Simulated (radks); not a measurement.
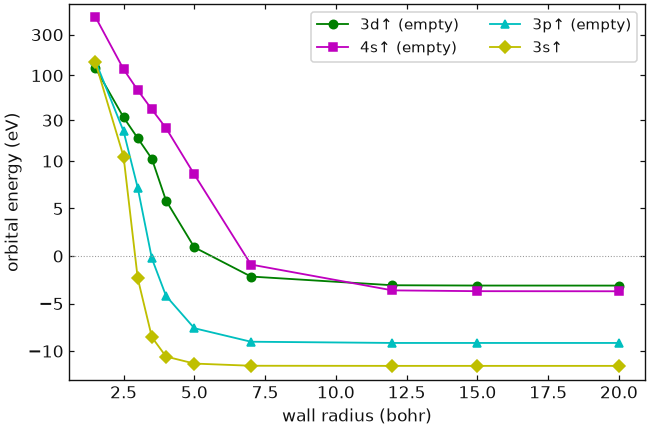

System: the Al⁺ ion, configuration [Ne] 3s2. It is put inside a hard spherical wall of varying radius. The calculation used the in-house radial solver radks at this level: scalar-relativistic Kohn-Sham, LDA (Slater exchange, VWN5 correlation), spin-polarised, spherical densities, finite nucleus. The plot shows the outer orbital energies (spin up), on a scale that is linear within ±10 eV and logarithmic beyond.

### How do the levels move, and do any cross?

The levels rise as the wall closes in: 3s↑ goes from −14.9 eV at 20 bohr to 144.0 eV at 1.5 bohr and passes zero between 3 and 2.5 bohr. On compression 3d↑ drops below 4s↑ between 12 and 7 bohr, 3d↑ drops below 3p↑ between 2.5 and 1.5 bohr and 3d↑ drops below 3s↑ between 2.5 and 1.5 bohr; in each crossing pair the level of higher l rises less. The fastest to rise is 4s↑ (by 491.3 eV), the slowest 3d↑ (by 126.3 eV): the wall presses hardest on the most extended orbitals.
